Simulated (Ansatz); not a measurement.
ClH2NSi···NH3

The calculation's input:

```
crystal:
  periodic: [false, false, false]
  atoms:
    - {symbol: Si, position_ang: [0.874824, 0.300668, -0.755154]}
    - {symbol: Cl, position_ang: [0.128746, -1.502607, -1.713146]}
    - {symbol: H, position_ang: [-0.466575, -1.026204, 1.006744]}
    - {symbol: N, position_ang: [0.473413, -0.639746, 1.039971]}
    - {symbol: N, position_ang: [-0.613406, 1.209686, -0.692136]}
    - {symbol: H, position_ang: [0.526964, 0.032151, 1.798881]}
    - {symbol: H, position_ang: [1.126290, -1.396860, 1.216246]}
    - {symbol: H, position_ang: [-0.555043, 2.194884, -0.897211]}
    - {symbol: H, position_ang: [-1.495214, 0.828028, -1.004195]}
basis:
  gaussian: {orbitals: def2-TZVPP}
hamiltonian: {xc: pbe0, dispersion: d4}
output: {orbitals: {seedname: orbitals}}
```

Command:

```sh
ansatz run in.yaml --threads 4 --pin off --events-out ev --progress --plain --max-ram 9574MiB
```

The reactant side of a reaction path; geometry: PBE0-D4/def2-TZVP.

These are results of RKS PBE0-D4/def2-TZVPP in Ansatz, not measurements.

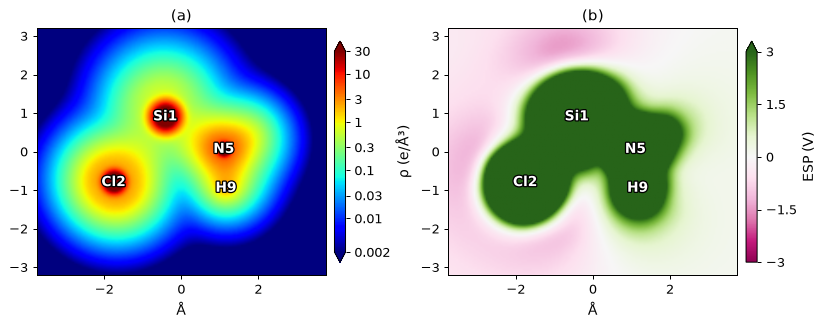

Figure 1. (a) electron density; (b) molecular electrostatic potential on the plane of atoms Si1, N5 and H9.

Interpret the plot.

Answer.
- Atoms in the plane: Si, Cl, N and H.
- Si–N (1.75 Å): the density is about 1.1 e/Å³ at the midpoint.
- Si–Cl (2.17 Å): ρ at the midpoint is about 0.72 e/Å³, with its minimum of 0.54 e/Å³ about 0.8 Å from Si.
- N–H (1.01 Å): the density is about 2.9 e/Å³ at the midpoint.
- Outside the dense part of the complex the potential is most negative (−1.4 V) near Si1.

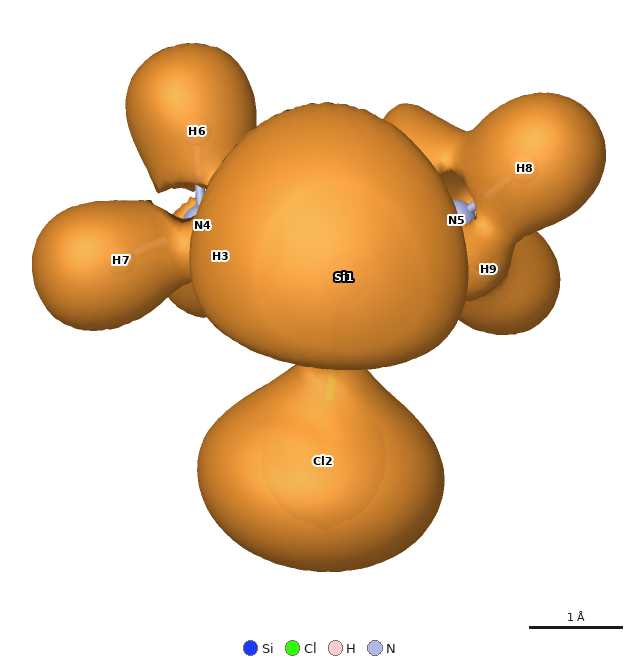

Figure 2. Isosurface of the electron localisation function at 0.75 (orange), seen across its widest extent. Only the valence region is drawn (cores and ρ < 0.01 e/Å³ removed).

Describe the localisation domains.

Answer. The ELF exceeds this value in one region on Cl in which the atom's valence shell and bonds are merged, one lobe on Si, pointing away from the bonds (lone pairs) and two joined regions spread over several atoms (H, N), in which their bonds and any lone pairs are merged. Profiles from the grid: Si1···N4 (2.07 Å): the ELF peaks at about 0.95 in the valence shell of N, 0.6 Å from its nucleus, and is about 0.75 at the midpoint. Si–N (1.75 Å): the ELF peaks at about 0.90 between the atoms: a shared but strongly polarised pair.

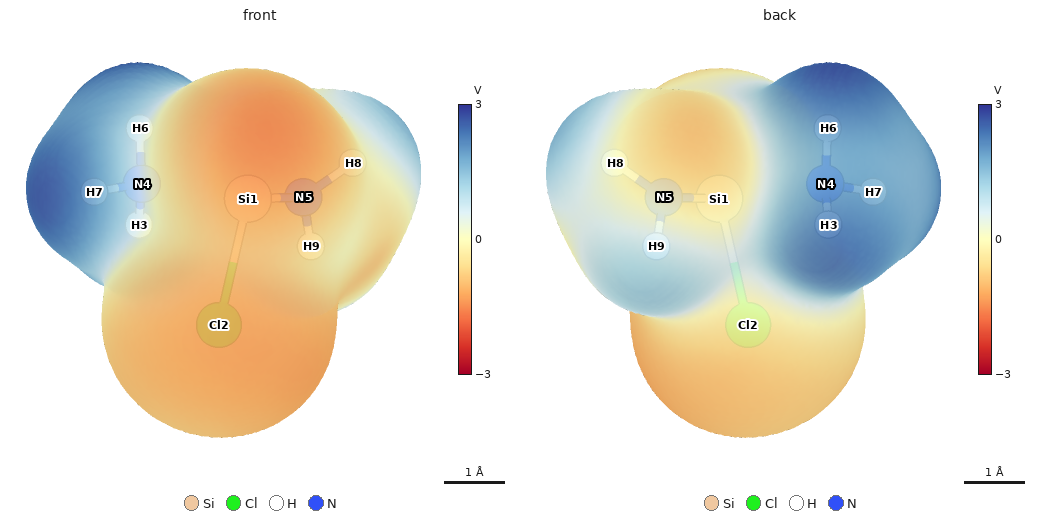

Figure 3. The molecular electrostatic potential painted on the density surface at 0.002 e/bohr³, seen from the front and from behind; the colour scale runs from red (negative) to blue (positive).

Where is the surface potential most negative and most positive?

Answer. The most negative region (about −1.5 V) lies over Si1, the most positive (about +2.7 V) over H6 and H7.
